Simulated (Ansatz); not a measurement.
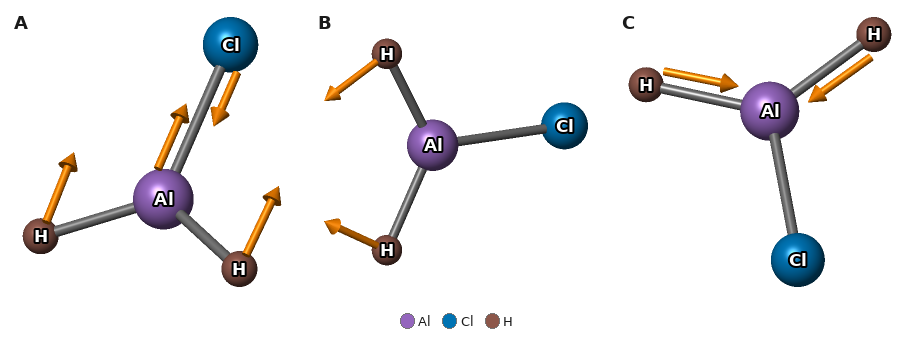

3 normal modes of one molecule or complex, as arrows. Harmonic vibrations computed with RKS PBE0-D4/def2-TZVP (Ansatz 0.2.0) at a stationary point of the same level.

Match the panels to the wavenumbers 526 cm⁻¹, 777 cm⁻¹, 1962 cm⁻¹.

A: 526 cm⁻¹, Al–Cl stretching
B: 777 cm⁻¹, H–Al–H bending
C: 1962 cm⁻¹, in-phase stretching of 2 Al–H bonds
